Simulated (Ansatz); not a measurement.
# AlSiGe (quartet): correlated methods under varied settings

What do other methods and options give for AlSiGe (quartet) at this geometry, and how long do they take?

Method: the settings change from run to run; program: Ansatz 0.2.0, Gaussian basis.

37 further runs of the same task are left out: 20 that didn't finish, 17 set aside as unsound or not needed. Runs told in other sessions of the task aren't counted.

## Step 1: The system

The geometry is a PBE0/def2-TZVP stationary point (not a proven minimum) of the parent state, kept for this charge and spin. No spin-orbit coupling is included. The filled d shell of Ge may be among the frozen orbitals whatever the setting's name suggests.

3 atoms, charge 0, spin multiplicity 4.

Atoms are counted from 1 here; the program's logs count them from 0.

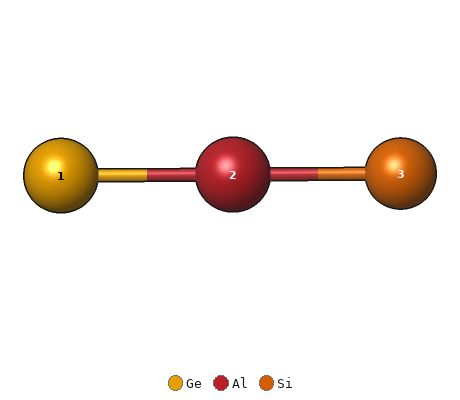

The structure; germanium amber, aluminium red, silicon orange; atoms are numbered from 1 in the order of the file.

Geometry (Å):

```xyz
3

Ge    0.0000    0.0000    2.3893
Al    0.0000    0.0000   -0.0201
Si    0.0000    0.0000   -2.3692
```

## Step 2: HF (ROHF)/cc-pVDZ

Contents of in.yaml:

```yaml
crystal:
  periodic: [false, false, false]
  atoms:
    - {symbol: Ge, position_ang: [0.000000, 0.000000, 2.389300]}
    - {symbol: Al, position_ang: [0.000000, 0.000000, -0.020100]}
    - {symbol: Si, position_ang: [0.000000, 0.000000, -2.369200]}
basis:
  gaussian: {orbitals: cc-pVDZ}
magnetization: {spin_polarized: false, initial_magnetization: 3}
hamiltonian: {xc: hf}
output: {forces: true, orbitals: {seedname: orbitals}}
```

Launch:

```sh
> ansatz run in.yaml --threads 1 --pin off --events-out ev --progress --plain --max-ram 2393MiB
```

Standard output:

```text
Functional definition: HF
  name "HF"
  cite "Fock, Z. Phys. 61, 126 (1930) doi:10.1007/BF01340294"
  parent pbe
  exchange = exact_x
  correlation = 0
696 factors; integrals over basis functions are off by at most 7.0e-4 eV
mean field evaluation 1: about -70914.1396 eV, gradient 7.1e0 eV
mean field evaluation 2: about -70914.2245 eV, gradient 7.3e0 eV
mean field evaluation 4: about -70914.9690 eV, gradient 1.3e0 eV
mean field evaluation 8: about -70914.9957 eV, gradient 1.4e-1 eV
mean field evaluation 16: about -70914.9969 eV, gradient 5.1e-5 eV
mean field evaluation 32: about -70914.9458 eV, gradient 3.5e-1 eV
mean field evaluation 64: about -70914.9927 eV, gradient 1.4e-1 eV
mean field evaluation 96: about -70913.6203 eV, gradient 4.4e0 eV
mean field evaluation 128: about -70914.9955 eV, gradient 1.3e-1 eV
mean field evaluation 160: about -70914.9532 eV, gradient 1.2e0 eV
mean field -70914.99693604 eV, -2606.0780694882 hartree, gradient 2.7e-6 eV, S^2 3.750000; 2 other end points of the search recorded, 0 dependent functions left out
the calculation of the forces begins
reference -70914.99693604 eV, -2606.0780694882 hartree; 31, 28 occupied and 32, 35 virtual orbitals, 696 factors
Total energy: -70914.99693604 eV, -2606.0780694882 hartree
Atom 0 at     0.000000     0.000000     2.389300 Å, force     0.000000    -0.000000     0.969185 eV/Å
Atom 1 at     0.000000     0.000000    -0.020100 Å, force    -0.000000     0.000000    -0.526391 eV/Å
Atom 2 at     0.000000     0.000000    -2.369200 Å, force    -0.000000    -0.000000    -0.442794 eV/Å
Dipole moment:    -0.000000     0.000000     0.264786 e Å
```

Run time: 4.8 s. Hardware: 1 thread of Arm Neoverse V1, shared host.

## Step 3: CASSCF(5,8)/cc-pVDZ

in.yaml, as its differences from that of step 2:

```diff
@@ -9,3 +9,3 @@
 magnetization: {spin_polarized: false, initial_magnetization: 3}
-hamiltonian: {xc: hf}
-output: {forces: true, orbitals: {seedname: orbitals}}
+correlation: {active_space: {window: {electrons: 5, orbitals: 8}}}
+scf: {lower_state_search: full}
```

Launched as before.

Standard output (excerpt; [...] marks lines left out):

```text
Functional definition: HF
  name "HF"
  cite "Fock, Z. Phys. 61, 126 (1930) doi:10.1007/BF01340294"
  parent pbe
[...]
696 factors; integrals over basis functions are off by at most 7.0e-4 eV
[...]
mean field -70914.99693604 eV, -2606.0780694882 hartree, gradient 4.0e-6 eV, S^2 3.750000; 17 other end points of the search recorded, 0 dependent functions left out
reference -70914.99693604 eV, -2606.0780694882 hartree; 31, 28 occupied and 32, 35 virtual orbitals, 696 factors
state -70916.09425224 eV, -2606.1183951147 hartree
Total energy: -70916.09425224 eV, -2606.1183951147 hartree
```

It took 33 s on 1 thread of Arm Neoverse V1, shared host.

From the report: 560 determinants; active occupations 1.92, 1.00, 1.00, 0.99, 0.04, 0.02, 0.02, 0.01.

## Step 4: HF (ROHF)/cc-pVDZ

in.yaml, as its differences from that of step 3:

```diff
@@ -9,3 +9,3 @@
 magnetization: {spin_polarized: false, initial_magnetization: 3}
-correlation: {active_space: {window: {electrons: 5, orbitals: 8}}}
-scf: {lower_state_search: full}
+hamiltonian: {xc: hf}
+output: {orbitals: {seedname: orbitals}}
```

Same command.

Standard output (excerpt; [...] marks lines left out):

```text
Functional definition: HF
  name "HF"
  cite "Fock, Z. Phys. 61, 126 (1930) doi:10.1007/BF01340294"
  parent pbe
[...]
696 factors; integrals over basis functions are off by at most 7.0e-4 eV
[...]
mean field -70914.99693604 eV, -2606.0780694882 hartree, gradient 1.0e-5 eV, S^2 3.750000; 2 other end points of the search recorded, 0 dependent functions left out
reference -70914.99693604 eV, -2606.0780694882 hartree; 31, 28 occupied and 32, 35 virtual orbitals, 696 factors
Total energy: -70914.99693604 eV, -2606.0780694882 hartree
```

Run time: 3.9 s. Hardware: 1 thread of Arm Neoverse V1, shared host.

## Step 5: NEVPT2(3,5)/cc-pVDZ

in.yaml, as its differences from that of step 4:

```diff
@@ -9,3 +9,3 @@
 magnetization: {spin_polarized: false, initial_magnetization: 3}
-hamiltonian: {xc: hf}
-output: {orbitals: {seedname: orbitals}}
+correlation: {method: sc_nevpt2, electrons: outside_noble_gas, active_space: {window: {electrons: 3, orbitals: 5}}}
+scf: {lower_state_search: light}
```

The command is unchanged.

Standard output (excerpt; [...] marks lines left out):

```text
Functional definition: HF
  name "HF"
  cite "Fock, Z. Phys. 61, 126 (1930) doi:10.1007/BF01340294"
  parent pbe
[...]
696 factors; integrals over basis functions are off by at most 7.0e-4 eV
[...]
mean field -70914.99693604 eV, -2606.0780694882 hartree, gradient 4.0e-6 eV, S^2 3.750000; 12 other end points of the search recorded, 0 dependent functions left out
reference -70914.99693604 eV, -2606.0780694882 hartree; 31, 28 occupied and 32, 35 virtual orbitals, 696 factors
state -70915.14736457 eV, -2606.0835976345 hartree
state -70915.14736457 eV, -2606.0835976345 hartree; corrected -70919.70413132 eV, -2606.2510557241 hartree
Total energy: -70919.70413132 eV, -2606.2510557241 hartree
```

It took 15 s on 1 thread of Arm Neoverse V1, shared host.

From the report: 6 determinants; active occupations 1.00, 0.98, 0.98, 0.02, 0.02.

## Step 6: HF (ROHF)/6-31G

Contents of in.yaml:

```yaml
crystal:
  periodic: [false, false, false]
  atoms:
    - {symbol: Ge, position_ang: [0.000000, 0.000000, 2.389300]}
    - {symbol: Al, position_ang: [0.000000, 0.000000, -0.020100]}
    - {symbol: Si, position_ang: [0.000000, 0.000000, -2.369200]}
basis:
  gaussian: {orbitals: 6-31G}
magnetization: {spin_polarized: false, initial_magnetization: 3}
hamiltonian: {xc: hf}
accuracy: high
output: {forces: true, orbitals: {seedname: orbitals}}
```

Same command.

Standard output (excerpt; [...] marks lines left out):

```text
Functional definition: HF
  name "HF"
  cite "Fock, Z. Phys. 61, 126 (1930) doi:10.1007/BF01340294"
  parent pbe
[...]
935 factors; integrals over basis functions are off by at most 4.3e-9 eV
[...]
mean field -70905.19408687 eV, -2605.7178214258 hartree, gradient 2.7e-8 eV, S^2 3.750000; 0 other end points of the search recorded, 0 dependent functions left out
[...]
reference -70905.19408687 eV, -2605.7178214258 hartree; 31, 28 occupied and 24, 27 virtual orbitals, 935 factors
Total energy: -70905.19408687 eV, -2605.7178214258 hartree
Atom 0 at     0.000000     0.000000     2.389300 Å, force    -0.000000     0.000000     1.154628 eV/Å
Atom 1 at     0.000000     0.000000    -0.020100 Å, force     0.000000    -0.000000     0.052351 eV/Å
Atom 2 at     0.000000     0.000000    -2.369200 Å, force    -0.000000     0.000000    -1.206980 eV/Å
Dipole moment:    -0.000000    -0.000000     0.169206 e Å
```

Run time: 3.9 s. Hardware: 1 thread of Arm Neoverse V1, shared host.

## Step 7: CCSD(T) on UHF/STO-3G

Contents of in.yaml:

```yaml
crystal:
  periodic: [false, false, false]
  atoms:
    - {symbol: Ge, position_ang: [0.000000, 0.000000, 2.389300]}
    - {symbol: Al, position_ang: [0.000000, 0.000000, -0.020100]}
    - {symbol: Si, position_ang: [0.000000, 0.000000, -2.369200]}
basis:
  gaussian: {orbitals: STO-3G}
magnetization: {spin_polarized: true, initial_magnetization: 3}
hamiltonian: {pseudopotentials: {relativity: none}}
correlation: {method: ccsd_t, electrons: outside_noble_gas}
scf: {lower_state_search: off}
```

The command is unchanged.

Standard output (excerpt; [...] marks lines left out):

```text
Functional definition: HF
  name "HF"
  cite "Fock, Z. Phys. 61, 126 (1930) doi:10.1007/BF01340294"
  parent pbe
[...]
359 factors; integrals over basis functions are off by at most 4.5e-5 eV
[...]
mean field -70100.30439878 eV, -2576.1386709621 hartree, gradient 1.3e-6 eV, S^2 3.755856; 0 other end points of the search recorded, 0 dependent functions left out
24 core orbitals not correlated, not the lowest: weight in the atoms' cores, before any rotation towards them, 0.584 or more for the frozen orbitals, at most 0.412 for the correlated occupied ones
reference -70100.30439878 eV, -2576.1386709621 hartree; 7, 4 occupied and 5, 8 virtual orbitals, 359 factors
second order -1.45681397 eV of doubles, -0.00000000 eV of singles
cycle   1  -1.84022460 eV  change   -3.8e-1 eV  update   1.0e-1
[...]
cycle  15  -2.30043690 eV  change   -5.7e-8 eV  update   7.9e-6
perturbative correction -0.10766307 eV, -0.0039565449 hartree
Total energy: -70102.71249875 eV, -2576.2271670038 hartree
Checks for a lower state left out: stability, starts, cluster_reference, orbital_swaps, neighbouring_geometries, increment
```

Wall time 0.45 s (1 thread of Arm Neoverse V1, shared host).

From the report: ⟨S²⟩ of the determinant 3.756 (pure quartet: 3.75); correlation -2.4081 eV; T1 0.078; largest double amplitude 0.12.

## Step 8: BCCD/cc-pVDZ

Contents of in.yaml:

```yaml
crystal:
  periodic: [false, false, false]
  atoms:
    - {symbol: Ge, position_ang: [0.000000, 0.000000, 2.389300]}
    - {symbol: Al, position_ang: [0.000000, 0.000000, -0.020100]}
    - {symbol: Si, position_ang: [0.000000, 0.000000, -2.369200]}
basis:
  gaussian: {orbitals: cc-pVDZ}
magnetization: {spin_polarized: true, initial_magnetization: 3}
hamiltonian: {xc: {name: B3LYP}}
correlation: {method: bccd, electrons: valence, diis_vectors: 12}
```

Same command.

Standard output (excerpt; [...] marks lines left out):

```text
Functional definition: B3LYP
  name "B3LYP"
  cite "Stephens, Devlin, Chabalowski & Frisch, J. Phys. Chem. 98, 11623 (1994) doi:10.1021/j100096a001"
  cite "Becke, Phys. Rev. A 38, 3098 (1988) doi:10.1103/PhysRevA.38.3098"
  cite "Lee, Yang & Parr, Phys. Rev. B 37, 785 (1988) doi:10.1103/PhysRevB.37.785"
  cite "Vosko, Wilk & Nusair, Can. J. Phys. 58, 1200 (1980) doi:10.1139/p80-159"
[...]
696 factors; integrals over basis functions are off by at most 7.0e-4 eV
[...]
mean field -70990.37455679 eV, -2608.8481459578 hartree, gradient 1.4e-6 eV, S^2 3.755733; 15 other end points of the search recorded, 0 dependent functions left out
19 core orbitals not correlated: weight in the atoms' cores, before any rotation towards them, 1.000 or more for the frozen orbitals, at most 0.000 for the correlated occupied ones
reference -70914.43519889 eV, -2606.0574260288 hartree; 12, 9 occupied and 32, 35 virtual orbitals, 696 factors
second order -5.48562441 eV of doubles, -0.41794411 eV of singles
cycle   1  -6.24157015 eV  change   -7.0e-1 eV  update   8.9e-2
[...]
cycle  14  -6.62249568 eV  change   -1.0e-5 eV  update   1.1e-5
WARN: these amplitudes may be one of several solutions (largest doubles amplitude 0.09, level shift 1.19 eV)
Total energy: -70921.05769458 eV, -2606.3007982562 hartree
```

It took 39 s on 1 thread of Arm Neoverse V1, shared host.

From the report: ⟨S²⟩ of the determinant 3.756 (pure quartet: 3.75); correlation -6.6225 eV; largest double amplitude 0.09. The report flags that the cluster equations may have other roots.

## Step 9: CCSDT on ROHF/cc-pVDZ

Contents of in.yaml:

```yaml
crystal:
  periodic: [false, false, false]
  atoms:
    - {symbol: Ge, position_ang: [0.000000, 0.000000, 2.389300]}
    - {symbol: Al, position_ang: [0.000000, 0.000000, -0.020100]}
    - {symbol: Si, position_ang: [0.000000, 0.000000, -2.369200]}
basis:
  gaussian: {orbitals: cc-pVDZ}
magnetization: {spin_polarized: false, initial_magnetization: 3}
correlation: {method: ccsdt, electrons: outside_noble_gas}
```

The command is unchanged.

Standard output (excerpt; [...] marks lines left out):

```text
Functional definition: HF
  name "HF"
  cite "Fock, Z. Phys. 61, 126 (1930) doi:10.1007/BF01340294"
  parent pbe
[...]
1191 factors; integrals over basis functions are off by at most 1.2e-7 eV
[...]
mean field -70914.99696963 eV, -2606.0780707224 hartree, gradient 5.7e-6 eV, S^2 3.750000; 20 other end points of the search recorded, 0 dependent functions left out
[...]
determinant -70914.99696963 eV, -2606.0780707224 hartree, with singles and doubles -70920.71772808 eV, -2606.2883047179 hartree
determinant -70914.18741515 eV, -2606.0483201440 hartree, with singles and doubles -70920.04782515 eV, -2606.2636862391 hartree
determinant -70914.08527769 eV, -2606.0445666617 hartree, with singles and doubles -70920.00098676 eV, -2606.2619649601 hartree
determinant -70913.85440420 eV, -2606.0360822175 hartree, with singles and doubles -70920.30936634 eV, -2606.2732977008 hartree
[...]
determinant -70913.67515986 eV, -2606.0294951094 hartree, with singles and doubles -70920.33844386 eV, -2606.2743662798 hartree
determinant -70913.74329666 eV, -2606.0319990907 hartree, with singles and doubles -70920.29984091 eV, -2606.2729476478 hartree
determinant -70913.74329666 eV, -2606.0319990907 hartree, with singles and doubles -70920.35907117 eV, -2606.2751243197 hartree
[...]
unrestricted determinant -70915.33016503 eV, -2606.0903154278 hartree, S^2 4.4627
24 core orbitals not correlated: weight in the atoms' cores, before any rotation towards them, 1.000 or more for the frozen orbitals, at most 0.000 for the correlated occupied ones
reference -70914.99696963 eV, -2606.0780707224 hartree; 7, 4 occupied and 32, 35 virtual orbitals, 1191 factors
second order -4.48954147 eV of doubles, -0.09229305 eV of singles
cycle   1  -5.35068219 eV  change   -7.7e-1 eV  update   1.1e-1
[...]
cycle  25  -6.08150771 eV  change   -1.5e-7 eV  update   1.1e-6
Total energy: -70921.07847734 eV, -2606.3015620086 hartree
```

Wall time 94 s (1 thread of Arm Neoverse V1, shared host); peak memory 0.26 GiB.

From the report: correlation -6.0815 eV; T1 0.040; largest double amplitude 0.12.

## Step 10: BCCD on ROHF/6-31G*

in.yaml, as its differences from that of step 9:

```diff
@@ -7,4 +7,5 @@
 basis:
-  gaussian: {orbitals: cc-pVDZ}
+  gaussian: {orbitals: "6-31G*"}
 magnetization: {spin_polarized: false, initial_magnetization: 3}
-correlation: {method: ccsdt, electrons: outside_noble_gas}
+hamiltonian: {pseudopotentials: {relativity: none}}
+correlation: {method: bccd, electrons: outside_noble_gas}
```

Same command.

Standard output (excerpt; [...] marks lines left out):

```text
Functional definition: HF
  name "HF"
  cite "Fock, Z. Phys. 61, 126 (1930) doi:10.1007/BF01340294"
  parent pbe
[...]
640 factors; integrals over basis functions are off by at most 1.1e-3 eV
[...]
mean field -70907.15439742 eV, -2605.7898615097 hartree, gradient 1.4e-6 eV, S^2 3.750000; 16 other end points of the search recorded, 0 dependent functions left out
[...]
determinant -70907.15439742 eV, -2605.7898615097 hartree, with singles and doubles -70912.64213910 eV, -2605.9915322969 hartree
determinant -70906.23492752 eV, -2605.7560716140 hartree, with singles and doubles -70911.90984634 eV, -2605.9646210343 hartree
determinant -70906.03495293 eV, -2605.7487226833 hartree, with singles and doubles -70912.23767630 eV, -2605.9766685630 hartree
determinant -70905.84339576 eV, -2605.7416830874 hartree, with singles and doubles -70912.24492584 eV, -2605.9769349787 hartree
[...]
determinant -70907.15439742 eV, -2605.7898615097 hartree, with singles and doubles -70912.64232332 eV, -2605.9915390668 hartree
determinant -70906.03495293 eV, -2605.7487226833 hartree, with singles and doubles -70912.30759831 eV, -2605.9792381496 hartree
determinant -70905.84339576 eV, -2605.7416830874 hartree, with singles and doubles -70912.26090800 eV, -2605.9775223123 hartree
unrestricted determinant -70907.45420528 eV, -2605.8008792452 hartree, S^2 4.4091
24 core orbitals not correlated: weight in the atoms' cores, before any rotation towards them, 1.000 or more for the frozen orbitals, at most 0.000 for the correlated occupied ones
reference -70907.15439742 eV, -2605.7898615097 hartree; 7, 4 occupied and 42, 45 virtual orbitals, 640 factors
second order -4.29022394 eV of doubles, -0.08938542 eV of singles
cycle   1  -5.47628834 eV  change    1.2e-2 eV  update   1.2e-2
[...]
cycle  11  -5.47214950 eV  change   -1.1e-6 eV  update   1.3e-5
Total energy: -70912.62654692 eV, -2605.9909592947 hartree
```

It took 51 s on 1 thread of Arm Neoverse V1, shared host.

From the report: correlation -5.4721 eV; largest double amplitude 0.09.

## Step 11: All runs side by side

 † marks a result that the program doubts.

| level | correlated | functions | energy (eV) | time |
| --- | --- | --- | --- | --- |
| HF (ROHF)/cc-pVDZ |  | 63 | -70914.9969 | 4.8 s |
| CASSCF(5,8)/cc-pVDZ |  | 63 | -70916.0943 | 33 s |
| HF (ROHF)/cc-pVDZ |  | 63 | -70914.9969 | 3.9 s |
| NEVPT2(3,5)/cc-pVDZ | outside noble gas | 63 | -70919.7041 | 15 s |
| HF (ROHF)/6-31G |  | 55 | -70905.1941 | 3.9 s |
| CCSD(T) on UHF/STO-3G | outside noble gas | 36 | -70102.7125 | 0.45 s |
| BCCD/cc-pVDZ (on B3LYP orbitals) † | valence | 63 | -70921.0577 | 39 s |
| CCSDT on ROHF/cc-pVDZ | outside noble gas | 63 | -70921.0785 | 94 s |
| BCCD on ROHF/6-31G* | outside noble gas | 73 | -70912.6265 | 51 s |

## Step 12: Outcome

```
quantity                          value
    runs                              9
quickest  CCSD(T) on UHF/STO-3G, 0.45 s
 slowest    CCSDT on ROHF/cc-pVDZ, 94 s
```

In words: Total energies in different bases, with other cores or another treatment of relativity can't be set against each other. «valence» and «outside noble gas» are the program's key words; the logs give how many orbitals each freezes, and for Ga to Kr the 3d shell needn't follow the word's plain sense. CCSDT on ROHF/cc-pVDZ took 209 times as long as CCSD(T) on UHF/STO-3G; the jobs differ in more than the method.
